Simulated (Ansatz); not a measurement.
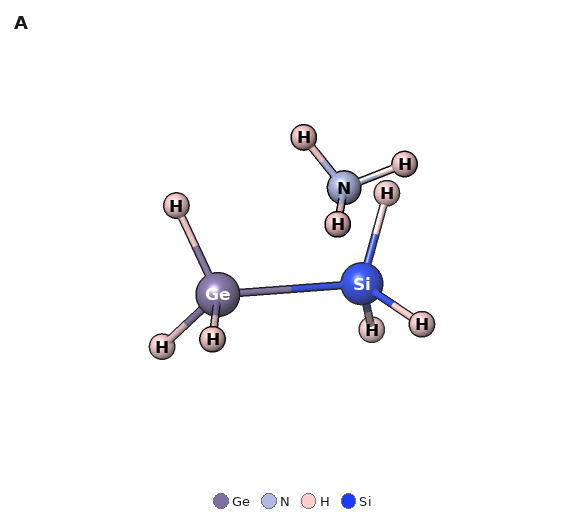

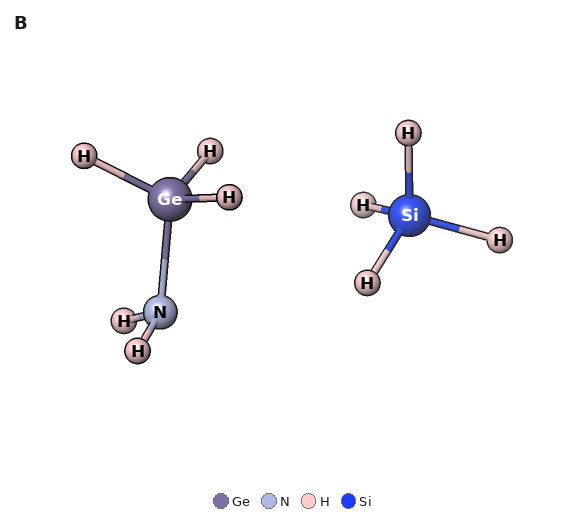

2 stationary structures of one formula. Geometries: PBE0-D4/def2-TZVP. Electronic energies: CCSD(T)/CBS (MP2 limit from def2-TZVPP and def2-QZVPP plus CCSD(T) − MP2) (Ansatz 0.2.0), without zero-point energy. Each is one conformer, not always the lowest.

Rank them by energy, lowest first.

Answer. A is lowest (a minimum); B lies 0.325 eV above it (a saddle point of order 1).
